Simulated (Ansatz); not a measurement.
Run report: SiPH6OF, geometry relaxation

- system: SiPH6OF
- method: RKS PBE0-D4/6-31G* (Ansatz 0.2.0)

The input holds or restrains some coordinates. Forces given for the steps count only the free coordinates. It belongs to a series of runs on one base structure; here: pulled along the bonds that form and break, towards end B. Figures and captions count atoms from 1; the log counts them from 0 in places.

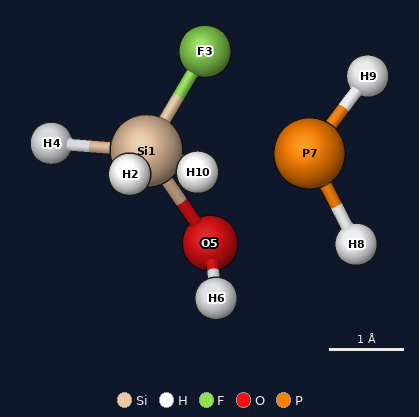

*The structure as given in the input (ball-and-stick view, seen at a tilt; atoms are numbered from 1 in the order of the input).*

The input:
```yaml
crystal:
  periodic: [false, false, false]
  atoms:
    - { symbol: Si, position_ang: [0.0, 0.0, 0.0] }
    - { symbol: H, position_ang: [0.0, 0.0, 1.81] }
    - { symbol: F, position_ang: [1.4994, 0.0, -0.5295] }
    - { symbol: H, position_ang: [-0.6877, 1.1914, -0.4862] }
    - { symbol: O, position_ang: [-0.7913, -1.3709, -0.5594] }
    - { symbol: H, position_ang: [-1.2459, -1.8365, 0.2129] }
    - { symbol: P, position_ang: [1.2944, -1.9656, 0.782] }
    - { symbol: H, position_ang: [0.4981, -3.1353, 0.6631] }
    - { symbol: H, position_ang: [2.4646, -2.108, -0.0096] }
    - { symbol: H, position_ang: [0.522, -0.7926, 1.8858] }
basis:
  gaussian: { orbitals: "6-31G*" }
hamiltonian:
  xc: pbe0
  dispersion: d4
relax:
  f_tol: 0.15
  max_steps: 25
  restrain:
    - { distance: [0, 6], at: 2.18, k: 30.0 }
    - { distance: [9, 1], at: 0.66, k: 30.0 }
    - { distance: [0, 1], at: 2.66, k: 30.0 }
    - { distance: [9, 6], at: 2.62, k: 30.0 }
```

Run on 1 thread of Arm Neoverse V1, 24 GiB of memory available, shared host.

Launch command:
```bash
ansatz run input.yaml --threads 1 --pin off --max-ram 2048MiB --backend cpu --events-out ev --progress --plain --runs-dir out
```

What the program printed:
```
The last accepted step is kept in [file] (removed where the run ends without a failure and the disk answers)
Engine: ansatz 0.2.0, aarch64-unknown-linux-gnu
Functional definition: PBE0
  parameter a = 0.25
  parameter kappa = 0.804
  parameter beta = 0.06672455060314922
  exchange = (1 - a)*pbe_x(kappa = kappa, mu = beta*pi^2/3) + a*exact_x
  correlation = pbe_c(beta = beta)
827 factors; integrals over basis functions are off by at most 5.9e-4 eV
mean field evaluation 1: about -22006.2556 eV, gradient 5.4e1 eV
mean field evaluation 2: about -21981.4967 eV, gradient 1.1e2 eV
mean field evaluation 4: about -22011.5068 eV, gradient 8.5e0 eV
mean field evaluation 8: about -22011.7200 eV, gradient 3.3e-1 eV
mean field evaluation 16: about -22011.7204 eV, gradient 3.4e-5 eV
mean field -22011.72042531 eV, -808.9158055502 hartree, gradient 3.4e-5 eV, S^2 0.000000; 0 other end points of the search recorded, 0 dependent functions left out
the calculation of the forces begins
reference -22011.72045214 eV, -808.9158065363 hartree; 26, 26 occupied and 54, 54 virtual orbitals, 827 factors
relax step   1: F+E_penalty+E_count = -22011.90964982 eV  Δ(F+E_penalty+E_count) = +0.000e0 eV  max|allowed force component| = 3.542e0 eV/Å  E_restraint = 23.89300307 eV  max|allowed force component, restraints' pulls added| = 2.583e1 eV/Å  Δτ_max = 0.0000 Å  (29 SCF iters, accepted)
  distance Si 0 - P 6 = 2.4800 Å
  distance H 9 - H 1 = 0.9521 Å
  distance Si 0 - H 1 = 1.8100 Å
  distance H 9 - P 6 = 1.7863 Å
these checks for a lower state are left out or cut short: starts, cluster_reference, orbital_swaps, neighbouring_geometries, increment
827 factors; integrals over basis functions are off by at most 6.5e-4 eV
mean field -22012.00973519 eV, -808.9264374922 hartree, gradient 1.5e-5 eV, S^2 0.000000; 0 other end points of the search recorded, 0 dependent functions left out
[... from here on the field's lines of each further geometry are left out, up to the last ...]
relax step   2: F+E_penalty+E_count = -22012.19836776 eV  Δ(F+E_penalty+E_count) = -2.887e-1 eV  max|allowed force component| = 3.390e0 eV/Å  E_restraint = 10.09698990 eV  max|allowed force component, restraints' pulls added| = 1.665e1 eV/Å  Δτ_max = 0.1947 Å  (37 SCF iters, accepted)
relax step   3: F+E_penalty+E_count = -22012.61910414 eV  Δ(F+E_penalty+E_count) = -4.207e-1 eV  max|allowed force component| = 3.987e0 eV/Å  E_restraint = 2.86582697 eV  max|allowed force component, restraints' pulls added| = 8.592e0 eV/Å  Δτ_max = 0.1947 Å  (34 SCF iters, accepted)
relax step   4: F+E_penalty+E_count = -22014.07651838 eV  Δ(F+E_penalty+E_count) = -1.457e0 eV  max|allowed force component| = 3.269e0 eV/Å  E_restraint = 0.26140509 eV  max|allowed force component, restraints' pulls added| = 2.478e0 eV/Å  Δτ_max = 0.1945 Å  (35 SCF iters, accepted)
relax step   5: F+E_penalty+E_count = -22015.24700417 eV  Δ(F+E_penalty+E_count) = -1.170e0 eV  max|allowed force component| = 2.068e0 eV/Å  E_restraint = 0.06040338 eV  max|allowed force component, restraints' pulls added| = 1.288e0 eV/Å  Δτ_max = 0.1947 Å  (29 SCF iters, accepted)
relax step   6: F+E_penalty+E_count = -22015.88659434 eV  Δ(F+E_penalty+E_count) = -6.396e-1 eV  max|allowed force component| = 1.624e0 eV/Å  E_restraint = 0.10394990 eV  max|allowed force component, restraints' pulls added| = 1.212e0 eV/Å  Δτ_max = 0.1950 Å  (27 SCF iters, accepted)
relax step   7: F+E_penalty+E_count = -22016.30041830 eV  Δ(F+E_penalty+E_count) = -4.138e-1 eV  max|allowed force component| = 1.415e0 eV/Å  E_restraint = 0.09697056 eV  max|allowed force component, restraints' pulls added| = 1.156e0 eV/Å  Δτ_max = 0.2000 Å  (27 SCF iters, accepted)
relax step   8: F+E_penalty+E_count = -22016.65899653 eV  Δ(F+E_penalty+E_count) = -3.586e-1 eV  max|allowed force component| = 1.515e0 eV/Å  E_restraint = 0.07323175 eV  max|allowed force component, restraints' pulls added| = 8.530e-1 eV/Å  Δτ_max = 0.1922 Å  (27 SCF iters, accepted)
relax step   9: F+E_penalty+E_count = -22016.88613596 eV  Δ(F+E_penalty+E_count) = -2.271e-1 eV  max|allowed force component| = 1.003e0 eV/Å  E_restraint = 0.05664489 eV  max|allowed force component, restraints' pulls added| = 7.646e-1 eV/Å  Δτ_max = 0.1998 Å  (28 SCF iters, accepted)
relax step  10: F+E_penalty+E_count = -22017.00888676 eV  Δ(F+E_penalty+E_count) = -1.228e-1 eV  max|allowed force component| = 9.617e-1 eV/Å  E_restraint = 0.05116117 eV  max|allowed force component, restraints' pulls added| = 3.820e-1 eV/Å  Δτ_max = 0.2000 Å  (26 SCF iters, accepted)
relax step  11: F+E_penalty+E_count = -22017.05344769 eV  Δ(F+E_penalty+E_count) = -4.456e-2 eV  max|allowed force component| = 1.128e0 eV/Å  E_restraint = 0.06104513 eV  max|allowed force component, restraints' pulls added| = 8.136e-1 eV/Å  Δτ_max = 0.1952 Å  (27 SCF iters, accepted)
relax step  12: F+E_penalty+E_count = -22017.09387831 eV  Δ(F+E_penalty+E_count) = -4.043e-2 eV  max|allowed force component| = 9.492e-1 eV/Å  E_restraint = 0.06009653 eV  max|allowed force component, restraints' pulls added| = 6.302e-1 eV/Å  Δτ_max = 0.1906 Å  (27 SCF iters, accepted)
relax step  13: F+E_penalty+E_count = -22017.12950479 eV  Δ(F+E_penalty+E_count) = -3.563e-2 eV  max|allowed force component| = 9.365e-1 eV/Å  E_restraint = 0.04829048 eV  max|allowed force component, restraints' pulls added| = 2.814e-1 eV/Å  Δτ_max = 0.1995 Å  (26 SCF iters, accepted)
relax step  14: F+E_penalty+E_count = -22017.12908615 eV  Δ(F+E_penalty+E_count) = +4.186e-4 eV  max|allowed force component| = 1.003e0 eV/Å  E_restraint = 0.04556911 eV  max|allowed force component, restraints' pulls added| = 3.347e-1 eV/Å  Δτ_max = 0.1113 Å  (28 SCF iters, accepted)
the calculation of the forces begins
reference -22016.96103451 eV, -809.1083943859 hartree; 26, 26 occupied and 54, 54 virtual orbitals, 827 factors
relax step  15: F+E_penalty+E_count = -22017.13970295 eV  Δ(F+E_penalty+E_count) = -1.062e-2 eV  max|allowed force component| = 1.015e0 eV/Å  E_restraint = 0.05044767 eV  max|allowed force component, restraints' pulls added| = 1.386e-1 eV/Å  Δτ_max = 0.0336 Å  (29 SCF iters, accepted)
  distance Si 0 - P 6 = 2.2044 Å
  distance H 9 - H 1 = 0.7112 Å
  distance Si 0 - H 1 = 2.6689 Å
  distance H 9 - P 6 = 2.6284 Å
827 factors; integrals over basis functions are off by at most 9.5e-4 eV
mean field evaluation 128: about -22016.9609 eV, gradient 1.5e-1 eV
```

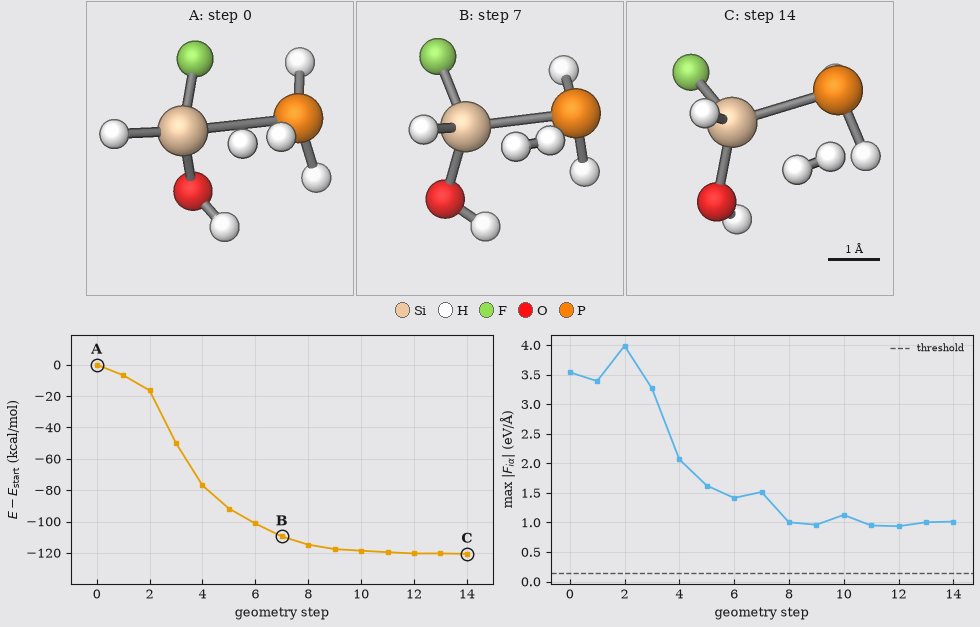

*Frames of the restrained relaxation (ball-and-stick view, seen at a tilt) above the curves, on which the letters mark them (the first geometry is step 0 here and step 1 in the log).*

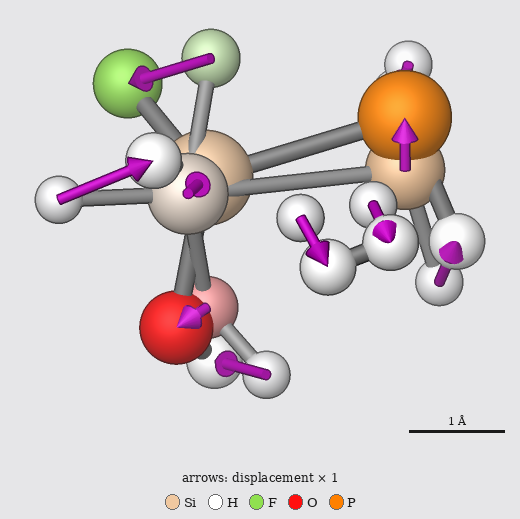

*Start (faint) and end (solid) with the displacements as pink arrows, at true length (ball-and-stick view, seen at a tilt). The two geometries are laid on each other by the best rigid fit.*

The energy falls by 120.6 kcal/mol in 14 geometry steps. Largest force component: 3.5 eV/Å at the start, 1 eV/Å at the end. F3 moves most after the best rigid fit: 1.25 Å. Largest moves by element: F 1.25 Å, H 1.12 Å, P 0.59 Å, Si 0.59 Å, O 0.47 Å. Among the contacts that change: Si1–P7 2.480 → 2.204 Å, H2–H10 0.952 → 0.711 Å, O5–H6 1.010 → 0.966 Å, Si1–O5 1.679 → 1.646 Å. New bonds form: H2–H10 (0.95 → 0.71 Å). Among the angles that change: H4–Si1–P7 176.6° → 113.2°, O5–Si1–P7 72.8° → 115.7°, F3–Si1–P7 67.2° → 104.6°. (Atoms are counted from 1 in the order of the input.)

```
mean field -22016.96100794 eV, -809.1083934094 hartree, gradient 1.1e-5 eV, S^2 0.000000; 1 other end points of the search recorded, 0 dependent functions left out
the calculation of the forces begins
reference -22016.96103451 eV, -809.1083943859 hartree; 26, 26 occupied and 54, 54 virtual orbitals, 827 factors
Total energy: -22017.13972952 eV, -809.1149613064 hartree
Atom 0 at     0.341314    -0.396752    -0.301724 Å, force    -0.249708     0.448028    -0.624288 eV/Å
Atom 1 at    -0.406757    -0.193486     2.252143 Å, force    -1.015406     0.718854    -0.473583 eV/Å
Atom 2 at     1.113587    -0.125795    -1.691467 Å, force    -0.031207    -0.012577    -0.022960 eV/Å
Atom 3 at     0.069858     0.918208     0.312405 Å, force     0.000116     0.003749     0.011736 eV/Å
Atom 4 at    -1.145954    -1.051456    -0.563178 Å, force    -0.074206    -0.099947    -0.020014 eV/Å
Atom 5 at    -1.173274    -1.975565    -0.841977 Å, force     0.000540     0.055556    -0.002789 eV/Å
Atom 6 at     1.735360    -1.633685     0.875606 Å, force     0.548339    -0.507394     0.279893 eV/Å
Atom 7 at     0.766394    -2.567768     1.331453 Å, force     0.038892    -0.010203     0.000045 eV/Å
Atom 8 at     2.168503    -2.433492    -0.219187 Å, force    -0.036509     0.026613     0.012415 eV/Å
Atom 9 at     0.084568    -0.557708     2.615024 Å, force     0.819150    -0.622677     0.839544 eV/Å
Dipole moment:    -0.148951    -0.428768     0.054732 e Å
```

Trajectory as extended XYZ (Å, eV, eV/Å), 11 of the 15 frames kept, from step=1 to step=15:
```
10
Properties=species:S:1:pos:R:3:forces:R:3 step=1 energy=-22011.90965
Si    0.0000    0.0000    0.0000    0.2300  -3.5418   0.7057
H     0.0000    0.0000    1.8100   -0.7109   1.0058  -0.3637
F     1.4994    0.0000   -0.5295    1.0816   3.1020  -1.6442
H    -0.6877    1.1914   -0.4862   -0.0092   0.5825   0.0844
O    -0.7913   -1.3709   -0.5594   -3.3808   0.6103   0.4983
H    -1.2459   -1.8365    0.2129    0.8209   0.7335  -1.7443
P     1.2944   -1.9656    0.7820    0.2367  -1.1513   1.9190
H     0.4981   -3.1353    0.6631    0.7057  -0.2648   0.1140
H     2.4646   -2.1080   -0.0096   -0.1294  -0.4501   0.5266
H     0.5220   -0.7926    1.8858    1.1553  -0.6260  -0.0957
10
Properties=species:S:1:pos:R:3:forces:R:3 step=2 energy=-22012.19837
Si    0.0334   -0.0729   -0.1145    0.1439  -2.7789   0.9566
H     0.0040   -0.0071    2.0005   -0.5946   0.7533   0.3478
F     1.5355    0.0262   -0.5678    1.7350   2.8646  -2.2212
H    -0.6825    1.1886   -0.4843    0.3010  -0.0133   0.2059
O    -0.8328   -1.3889   -0.5853   -3.3903   0.1900  -0.6260
H    -1.2416   -1.8325    0.2023    0.5993   0.3601  -1.2116
P     1.3111   -2.0075    0.6757   -0.4322   0.6183   3.3517
H     0.5031   -3.1486    0.6609    0.4552  -0.8626  -0.5603
H     2.4816   -2.1185   -0.0178    0.7172  -0.9670  -0.8915
H     0.4418   -0.6563    1.9994    0.4654  -0.1644   0.6486
10
Properties=species:S:1:pos:R:3:forces:R:3 step=4 energy=-22014.07652
Si    0.1615   -0.2985   -0.2486    0.0369  -0.3120  -0.2509
H    -0.0695    0.1060    2.3249   -1.9691   2.7515   0.3897
F     1.6143    0.1348   -0.7401    0.6965   1.4628  -1.4524
H    -0.6107    1.0907   -0.4308    0.9551  -1.2997   0.8219
O    -1.0041   -1.3682   -0.6747   -2.0465   0.2160  -0.2016
H    -1.2350   -1.8631    0.1400    0.0998  -0.1352  -0.9276
P     1.3443   -2.0237    0.6032   -0.2719   0.4135   3.2691
H     0.5325   -3.1760    0.6051    0.3252  -0.2125  -0.6248
H     2.5030   -2.1680   -0.1024    0.4469  -0.4996  -1.0722
H     0.3174   -0.4516    2.2925    1.7272  -2.3847   0.0489
10
Properties=species:S:1:pos:R:3:forces:R:3 step=5 energy=-22015.24700
Si    0.2355   -0.4003   -0.2539   -0.7661   1.1627  -1.1771
H    -0.1357    0.1813    2.3485   -1.3514   1.7882   0.0292
F     1.6133    0.1979   -0.8834   -0.2175  -0.1128  -0.7281
H    -0.5146    0.9763   -0.3059    0.7877  -0.9308   0.9029
O    -1.1197   -1.2913   -0.7016    0.0992  -0.2114   0.7523
H    -1.2378   -1.9154    0.0554   -0.1038   0.0878  -1.2077
P     1.3929   -2.0237    0.7149    0.3838  -0.1371   2.0678
H     0.5707   -3.1731    0.5602    0.2543   0.0848  -0.4255
H     2.4712   -2.1913   -0.1631   -0.2442  -0.2099  -0.5379
H     0.2779   -0.3780    2.3979    1.1580  -1.5214   0.3241
10
Properties=species:S:1:pos:R:3:forces:R:3 step=7 energy=-22016.30042
Si    0.2469   -0.4526   -0.2237   -0.4967   1.4149  -1.2016
H    -0.1353    0.2712    2.3175   -0.4548   0.5731   0.0429
F     1.5065    0.1177   -1.0985   -0.6532  -0.4685  -0.3585
H    -0.4095    0.9051    0.0233    0.5391  -0.7116   0.6246
O    -1.1078   -1.2592   -0.8033    0.5208  -0.5215   0.6478
H    -1.2249   -2.0489   -0.2259   -0.0409   0.4269  -0.9683
P     1.4219   -1.9797    0.8816    0.5539  -0.6922   0.6303
H     0.5984   -3.1090    0.5563    0.1310   0.2271   0.0496
H     2.3564   -2.1887   -0.1840   -0.3784   0.0968   0.1252
H     0.3010   -0.2734    2.5259    0.2792  -0.3449   0.4081
10
Properties=species:S:1:pos:R:3:forces:R:3 step=8 energy=-22016.65900
Si    0.2682   -0.4636   -0.2258   -0.1321   1.5152  -0.9971
H    -0.1345    0.2755    2.3065   -0.6480   0.8080  -0.0998
F     1.4218    0.0591   -1.2592   -0.7063  -0.3891   0.0607
H    -0.3420    0.8662    0.1990    0.5860  -0.6686   0.2261
O    -1.0559   -1.2434   -0.8321   -0.1085  -0.5527   0.1677
H    -1.2050   -2.0787   -0.3498    0.0039   0.3060  -0.6312
P     1.4222   -1.9554    0.9382    0.6312  -0.6058   0.3912
H     0.5972   -3.0729    0.5901    0.0301   0.1682   0.0953
H     2.2981   -2.1598   -0.1716   -0.1292   0.0247   0.1509
H     0.2835   -0.2445    2.5738    0.4728  -0.6060   0.6362
10
Properties=species:S:1:pos:R:3:forces:R:3 step=9 energy=-22016.88614
Si    0.2902   -0.4595   -0.2387   -0.4868   0.8251  -1.0028
H    -0.1345    0.2133    2.3130   -0.7707   0.9596  -0.3292
F     1.3211   -0.0033   -1.4053   -0.3457  -0.1787   0.0839
H    -0.2230    0.8534    0.2831    0.3373  -0.4184   0.0720
O    -1.0634   -1.2074   -0.8267   -0.1979  -0.6391   0.2380
H    -1.2538   -2.1242   -0.5382    0.3249   0.7646  -0.3862
P     1.4840   -1.8714    0.9698    0.4792  -0.5697   0.3696
H     0.6045   -2.9718    0.7247    0.0501   0.0908   0.1212
H     2.2820   -2.1638   -0.1666    0.0527  -0.0553  -0.0159
H     0.2465   -0.2827    2.6541    0.5570  -0.7790   0.8493
10
Properties=species:S:1:pos:R:3:forces:R:3 step=11 energy=-22017.05345
Si    0.2983   -0.3981   -0.3002   -0.3955   0.0947  -1.0035
H    -0.2153    0.0342    2.2898   -0.7476   0.8239  -0.4987
F     1.1737   -0.0409   -1.6136   -0.1166   0.0211   0.2399
H    -0.0521    0.8863    0.3462    0.0474  -0.0363  -0.0743
O    -1.1212   -1.1165   -0.7451   -0.1163  -0.6076   0.1500
H    -1.1519   -2.0954   -0.7250    0.1177   0.8136  -0.0981
P     1.5718   -1.7208    0.9208    0.6888  -1.1277   0.1623
H     0.6553   -2.8327    1.0808    0.2334   0.5394  -0.0394
H     2.2478   -2.3241   -0.1990   -0.2351   0.2008   0.2521
H     0.1472   -0.4094    2.7145    0.5239  -0.7221   0.9097
10
Properties=species:S:1:pos:R:3:forces:R:3 step=12 energy=-22017.09388
Si    0.3297   -0.4188   -0.3131   -0.6537   0.5461  -0.3306
H    -0.2657   -0.0545    2.2683   -0.7805   0.8027  -0.5374
F     1.1401   -0.0473   -1.6447    0.2193  -0.0184  -0.2431
H     0.0069    0.8652    0.3433   -0.0113   0.0287  -0.0353
O    -1.1271   -1.0974   -0.6987    0.1021  -0.6302   0.1087
H    -1.1325   -2.0715   -0.7570   -0.0249   0.5662  -0.0669
P     1.6542   -1.6825    0.9202    0.2782  -0.9492  -0.0667
H     0.6389   -2.6812    1.1954    0.4530   0.3348  -0.1037
H     2.1922   -2.3500   -0.2382   -0.1589   0.0340   0.3485
H     0.1169   -0.4795    2.6935    0.5765  -0.7147   0.9265
10
Properties=species:S:1:pos:R:3:forces:R:3 step=14 energy=-22017.12909
Si    0.3479   -0.4101   -0.3076   -0.1241   0.7017  -0.4753
H    -0.3887   -0.1661    2.2450   -1.0034   0.8638  -0.5337
F     1.0980   -0.1159   -1.7061   -0.0135  -0.1131   0.0522
H     0.0733    0.8959    0.3175    0.0254   0.0822   0.0253
O    -1.1397   -1.0515   -0.5438   -0.2953  -0.2506  -0.1393
H    -1.1736   -1.9602   -0.8667   -0.0415   0.0031  -0.0018
P     1.7358   -1.6358    0.8865    0.6353  -0.4614   0.1730
H     0.7823   -2.5777    1.3556   -0.0064  -0.0050  -0.0469
H     2.1579   -2.4214   -0.2215    0.0183  -0.0543   0.0394
H     0.0606   -0.5748    2.6103    0.8052  -0.7665   0.9072
10
Properties=species:S:1:pos:R:3:forces:R:3 step=15 energy=-22017.13970
Si    0.3413   -0.3968   -0.3017   -0.2497   0.4480  -0.6243
H    -0.4068   -0.1935    2.2521   -1.0154   0.7189  -0.4736
F     1.1136   -0.1258   -1.6915   -0.0312  -0.0126  -0.0230
H     0.0699    0.9182    0.3124    0.0001   0.0037   0.0117
O    -1.1460   -1.0515   -0.5632   -0.0742  -0.0999  -0.0200
H    -1.1733   -1.9756   -0.8420    0.0005   0.0556  -0.0028
P     1.7354   -1.6337    0.8756    0.5483  -0.5074   0.2799
H     0.7664   -2.5678    1.3315    0.0389  -0.0102   0.0000
H     2.1685   -2.4335   -0.2192   -0.0365   0.0266   0.0124
H     0.0846   -0.5577    2.6150    0.8192  -0.6227   0.8395
```

Results in brief:

| quantity | value |
| --- | --- |
| outcome | converged under the restraints of the input |
| total energy | −22017.1397 eV |
| mean-field energy | −22016.9610 eV |
| largest force (length of the vector) at the end, held atoms and coordinates included | 1.331 eV/Å |
| wall time | 67 s |
| peak memory | 0.16 GiB |
